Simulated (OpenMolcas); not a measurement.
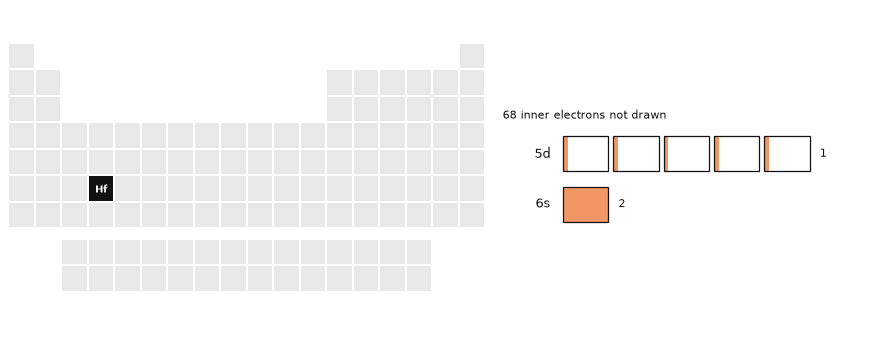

Figure 1. Left, the place of hafnium in the periodic table; right, the outer shells of the leading configuration of the lowest level: a box for each of the 2l + 1 orbitals, shaded by the share of the shell that is filled, with the electron count at the right.

Run report: Hf⁺, multiconfigurational calculation

- system: Hf⁺.
- method: state-averaged SS-CASPT2, IPEA shift 0.4, sigma1 shift 0.05 hartree, closed shells 5s 5p correlated, active space 3 electrons in the shells 5d 6s, basis ANO-RCC-VQZP, DKH4 scalar Hamiltonian, spin-orbit coupling by RASSI with atomic mean-field integrals (OpenMolcas)

**The program's output (extracts)**
```
--- CASPT2 ---
Orbital specifications:
      -----------------------

      Symmetry species                           1   2
                                                ag  au
      Frozen orbitals                           14  16
      Inactive orbitals                          1   3
      Active orbitals                            6   0
      Secondary orbitals                        45  55
      Deleted orbitals                           0   0
      Number of basis functions                 66  74
Type of calculation                        MS-CASPT2
      Fock operator                              state-specific
      IPEA shift                                 0.40
      Real shift                                 0.00
      Imaginary shift                            0.00
      Sigma^1 regularizer                        0.05
      The input orbitals will be transformed to quasi-canonical
Reference energy:      -15074.2586547630
      E2 (Non-variational):      -0.2736622704
      Shift correction:          -0.0000024067
      E2 (Variational):          -0.2736646770
      Total energy:          -15074.5323194401
      Residual norm:              0.0000001057
      Reference weight:           0.92066
      Contributions to the CASPT2 correlation energy
      Active & Virtual Only:         -0.0286724869
      One Inactive Excited:          -0.0829674037
      Two Inactive Excited:          -0.1620223798
Reference energy:      -15074.2586547630
      E2 (Non-variational):      -0.2732486568
      Shift correction:          -0.0000026230
      E2 (Variational):          -0.2732512798
      Total energy:          -15074.5319060428
      Residual norm:              0.0000001046
      Reference weight:           0.92151
      Contributions to the CASPT2 correlation energy
      Active & Virtual Only:         -0.0282661038
      One Inactive Excited:          -0.0829610461
      Two Inactive Excited:          -0.1620215069
::    CASPT2 Root  1     Total energy: -15074.53231944
::    CASPT2 Root  2     Total energy: -15074.53190604
::    CASPT2 Root  3     Total energy: -15074.53232922
::    CASPT2 Root  4     Total energy: -15074.53202051
::    CASPT2 Root  5     Total energy: -15074.53154958
::    CASPT2 Root  6     Total energy: -15074.47126475
::    CASPT2 Root  7     Total energy: -15074.47126502
::    CASPT2 Root  8     Total energy: -15074.47126441
::    CASPT2 Root  9     Total energy: -15074.48266347
::    CASPT2 Root 10     Total energy: -15074.48255869
::    CASPT2 Root 11     Total energy: -15074.48107546
::    CASPT2 Root 12     Total energy: -15074.48160580
::    CASPT2 Root 13     Total energy: -15074.48081836
::    CASPT2 Root 14     Total energy: -15074.48204829
::    CASPT2 Root 15     Total energy: -15074.48298115
::    CASPT2 Root 16     Total energy: -15074.46634693
::    CASPT2 Root 17     Total energy: -15074.46675134
::    CASPT2 Root 18     Total energy: -15074.46635420
::    CASPT2 Root 19     Total energy: -15074.46519647
::    CASPT2 Root 20     Total energy: -15074.46622541
::    CASPT2 Root 21     Total energy: -15074.46659288
::    CASPT2 Root 22     Total energy: -15074.46582694
::    CASPT2 Root 23     Total energy: -15074.46649038
::    CASPT2 Root 24     Total energy: -15074.46622822
::    CASPT2 Root 25     Total energy: -15074.47669161
::    CASPT2 Root 26     Total energy: -15074.47688077
::    CASPT2 Root 27     Total energy: -15074.47668945
::    CASPT2 Root 28     Total energy: -15074.47684859
::    CASPT2 Root 29     Total energy: -15074.47684849
::    CASPT2 Root 30     Total energy: -15074.41327525
--- CASPT2 ---
Orbital specifications:
      -----------------------

      Symmetry species                           1   2
                                                ag  au
      Frozen orbitals                           14  16
      Inactive orbitals                          1   3
      Active orbitals                            6   0
      Secondary orbitals                        45  55
      Deleted orbitals                           0   0
      Number of basis functions                 66  74
Type of calculation                        MS-CASPT2
      Fock operator                              state-specific
      IPEA shift                                 0.40
      Real shift                                 0.00
      Imaginary shift                            0.00
      Sigma^1 regularizer                        0.05
      The input orbitals will be transformed to quasi-canonical
Reference energy:      -15074.2562442603
      E2 (Non-variational):      -0.2589343745
      Shift correction:          -0.0000020060
      E2 (Variational):          -0.2589363805
      Total energy:          -15074.5151806408
      Residual norm:              0.0000001609
      Reference weight:           0.93822
      Contributions to the CASPT2 correlation energy
      Active & Virtual Only:         -0.0180679627
      One Inactive Excited:          -0.0857154290
      Two Inactive Excited:          -0.1551509828
Reference energy:      -15074.2562442603
      E2 (Non-variational):      -0.2593995841
      Shift correction:          -0.0000033344
      E2 (Variational):          -0.2594029184
      Total energy:          -15074.5156471788
      Residual norm:              0.0000001942
      Reference weight:           0.93674
      Contributions to the CASPT2 correlation energy
      Active & Virtual Only:         -0.0184331677
      One Inactive Excited:          -0.0857855586
      Two Inactive Excited:          -0.1551808578
::    CASPT2 Root  1     Total energy: -15074.51518064
::    CASPT2 Root  2     Total energy: -15074.51564718
::    CASPT2 Root  3     Total energy: -15074.51609458
::    CASPT2 Root  4     Total energy: -15074.51470257
::    CASPT2 Root  5     Total energy: -15074.51511526
::    CASPT2 Root  6     Total energy: -15074.51564983
::    CASPT2 Root  7     Total energy: -15074.51544725
::    CASPT2 Root  8     Total energy: -15074.48038866
::    CASPT2 Root  9     Total energy: -15074.48038872
::    CASPT2 Root 10     Total energy: -15074.48038864
::    CASPT2 Root 11     Total energy: -15074.44628389
::    CASPT2 Root 12     Total energy: -15074.44598250
::    CASPT2 Root 13     Total energy: -15074.44545914
::    CASPT2 Root 14     Total energy: -15074.44607754
::    CASPT2 Root 15     Total energy: -15074.44600172
::    CASPT2 Root 16     Total energy: -15074.44627632
::    CASPT2 Root 17     Total energy: -15074.44578092
::    CASPT2 Root 18     Total energy: -15074.41408285
::    CASPT2 Root 19     Total energy: -15074.41408285
::    CASPT2 Root 20     Total energy: -15074.41408281
::    MS-CASPT2 Root  1     Total energy: -15074.51671580
::    MS-CASPT2 Root  2     Total energy: -15074.51640101
::    MS-CASPT2 Root  3     Total energy: -15074.51596943
::    MS-CASPT2 Root  4     Total energy: -15074.51571571
::    MS-CASPT2 Root  5     Total energy: -15074.51523353
::    MS-CASPT2 Root  6     Total energy: -15074.51430684
::    MS-CASPT2 Root  7     Total energy: -15074.51358868
::    MS-CASPT2 Root  8     Total energy: -15074.48037402
::    MS-CASPT2 Root  9     Total energy: -15074.48037157
::    MS-CASPT2 Root 10     Total energy: -15074.48033197
```

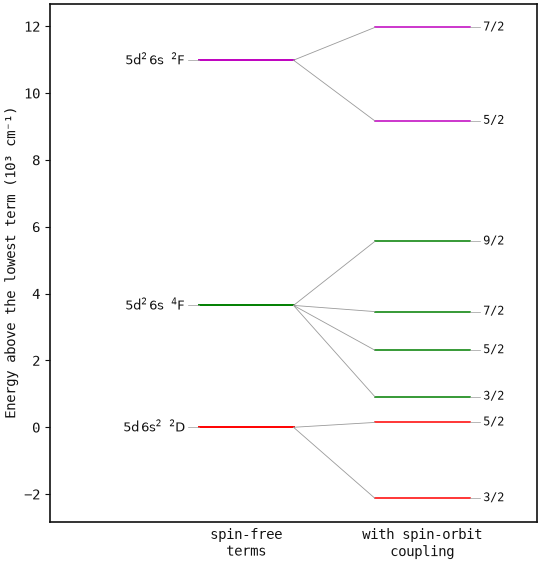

Figure 2. Terms of Hf II (Hf⁺) without and with spin-orbit coupling; numbers at the right are J. 5d 6s² ²D (at 0) splits over 2,270 cm⁻¹ into J = 3/2, 5/2 from the bottom up (normal); 5d² 6s ⁴F (at 3,650 cm⁻¹) splits over 4,640 cm⁻¹ into J = 3/2, 5/2, 7/2, 9/2 from the bottom up (normal); 5d² 6s ²F (at 11,000 cm⁻¹) splits over 2,800 cm⁻¹ into J = 5/2, 7/2 from the bottom up (normal). The ground level lies 2,120 cm⁻¹ below the lowest term.

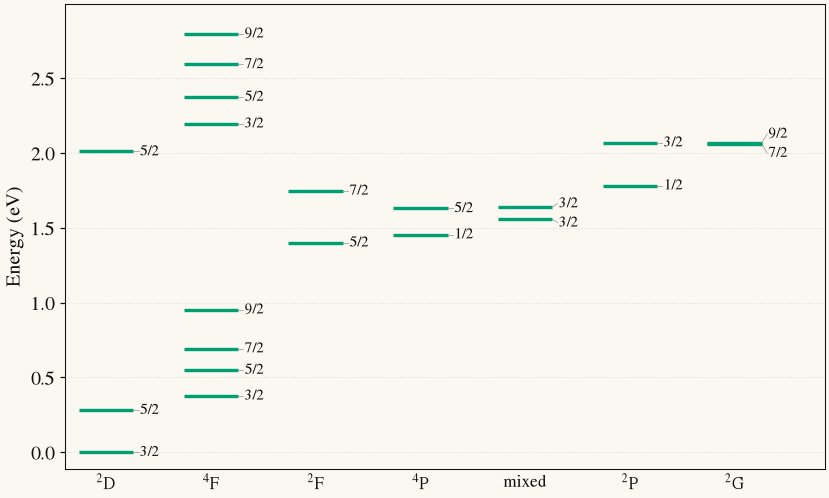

Figure 3. Level diagram of Hf⁺ (hafnium, Z = 72). The lowest level is 5d 6s² ²D₃/₂. The first excited level, 5d 6s² ²D₅/₂, lies at 0.281 eV. All levels drawn have even parity, so no electric dipole line joins them. The leading LS term holds 81 % of a level on average, 86 % of the ground level. The ground level has g = 0.751. Spin-orbit coupling puts the ground level 0.263 eV below the lowest spin-free term.

```csv
Configuration,Level,E (eV),Landé g
5d 6s²,²D₃/₂,0,0.751
5d 6s²,²D₅/₂,0.2811,1.151
5d² 6s,⁴F₃/₂,0.3769,0.461
5d² 6s,⁴F₅/₂,0.5493,1.078
5d² 6s,⁴F₇/₂,0.6925,1.236
5d² 6s,⁴F₉/₂,0.9527,1.329
5d² 6s,²F₅/₂,1.400,0.913
5d² 6s,⁴P₁/₂,1.455,2.580
5d² 6s,"J = 3/2 (even, mixed)",1.557,1.326
5d² 6s,⁴P₅/₂,1.630,1.409
5d² 6s,"J = 3/2 (even, mixed)",1.639,1.319
5d² 6s,²F₇/₂,1.747,1.108
5d² 6s,²P₁/₂,1.782,0.767
5d² 6s,²D₅/₂,2.009,1.332
5d² 6s,²G₇/₂,2.059,0.932
5d² 6s,²G₉/₂,2.068,1.119
5d² 6s,²P₃/₂,2.069,1.201
5d³,⁴F₃/₂,2.196,0.434
```

**Input file**
```
&GATEWAY
Coord
1

Hf 0.0 0.0 0.0
Basis=ANO-RCC-VQZP
Group=XYZ
NoMove
AngMom=0.0 0.0 0.0
AMFI
&SEWARD
Relativistic=R04O02
&RASSCF
FileOrb=start.orb
Symmetry=1
Spin=2
nActEl=3 0 0
Inactive=15 19
Ras2=6 0
CIRoot=65 65 1
SDav=70
CIMx=300
Iter=120 100
PrWF=0.3
OrbListing=Nothing
MaxOrb=0
Atom
>>> COPY $Project.JobIph JOB001
&RASSCF
FileOrb=start.orb
Symmetry=1
Spin=4
nActEl=3 0 0
Inactive=15 19
Ras2=6 0
CIRoot=20 20 1
SDav=20
CIMx=300
Iter=120 100
PrWF=0.3
OrbListing=Nothing
MaxOrb=0
Atom
CIOnly
>>> COPY $Project.JobIph JOB002
&RASSI
NrOfJobIphs=2 65 20
1 2 3 4 5 6 7 8 9 10 11 12 13 14 15 16 17 18 19 20 21 22 23 24 25 26 27
28 29 30 31 32 33 34 35 36 37 38 39 40 41 42 43 44 45 46 47 48 49 50 51
52 53 54 55 56 57 58 59 60 61 62 63 64 65
1 2 3 4 5 6 7 8 9 10 11 12 13 14 15 16 17 18 19 20
IphNames
JOB001
JOB002
EJob
SpinOrbit
DIPRint=1.0
SOCoupling=1000.0
Subsets=2
MEES
Property=10
'ANGMOM' 1 'ANGMOM' 2 'ANGMOM' 3 'MLTPL  1' 1 'MLTPL  1' 2 'MLTPL  1' 3
'AMFI' 1 'AMFI' 2 'AMFI' 3 'MLTPL  2' 6
SOProperty=3
'ANGMOM' 1 'ANGMOM' 2 'ANGMOM' 3
>>> COPY JOB001 $Project.JobIph
&CASPT2
Multistate=65 1 2 3 4 5 6 7 8 9 10 11 12 13 14 15 16 17 18 19 20 21 22
23 24 25 26 27 28 29 30 31 32 33 34 35 36 37 38 39 40 41 42 43 44 45 46
47 48 49 50 51 52 53 54 55 56 57 58 59 60 61 62 63 64 65
Frozen=14 16
IPEA=0.4
Sig1=0.05
MaxIter=60
WThr=0.0 0.3 0.05
PrWF=0.5
NoMix
>>> COPY JOB002 $Project.JobIph
&CASPT2
Multistate=20 1 2 3 4 5 6 7 8 9 10 11 12 13 14 15 16 17 18 19 20
Frozen=14 16
IPEA=0.4
Sig1=0.05
MaxIter=60
WThr=0.0 0.3 0.05
PrWF=0.5
NoMix
```

The file start.orb holds starting orbitals from an earlier step. A driver script formed the levels outside the program, from RASSI's spin-orbit matrix and the CASPT2 energies (for multi-state variants, the effective Hamiltonian), averaged over the components of each term or state. The log and the time are those of the CASPT2 step.

Launched with:
```bash
OMP_NUM_THREADS=1 MOLCAS_MEM=2252 MOLCAS_PROJECT=a pymolcas a.inp > a.log  # once for each step of the input, in one work folder
```

**Summary**

- outcome: converged; degenerate states are split by up to 475 cm⁻¹
- lowest level: 5d 6s² ²D₃/₂
- first excited level: 5d 6s² ²D₅/₂, 2,268 cm⁻¹ (measured: 3,051)
- energy of the lowest spin-free term: −15074.53202 hartree
- energy of the lowest spin-orbit level: −15074.54170 hartree
- CASPT2 correlation energy: −0.2734 hartree
- largest spread among components of a term: 474.7 cm⁻¹
- lowest reference weight: 0.898
- hardware: 1 thread of Intel Xeon (Granite Rapids), 128 GiB of memory available, shared host
- wall time: 95 s

**Notes**

The components of ²F, which symmetry makes degenerate, are split by 475 cm⁻¹ in CASPT2, and those of 7 more by over 50 cm⁻¹. This is an artefact; the levels of such states rest on averages and are uncertain by about as much. The run is of multi-state type; this report uses its single-state energies. Limits: single d shell misplaces d against s configurations; levels of higher terms that fall inside the range are not drawn; some levels are strong mixtures of terms (leading term under 70 %); spin-free states above about 50,000 cm⁻¹ are left out of the spin-orbit step; only configurations of the active space are included.
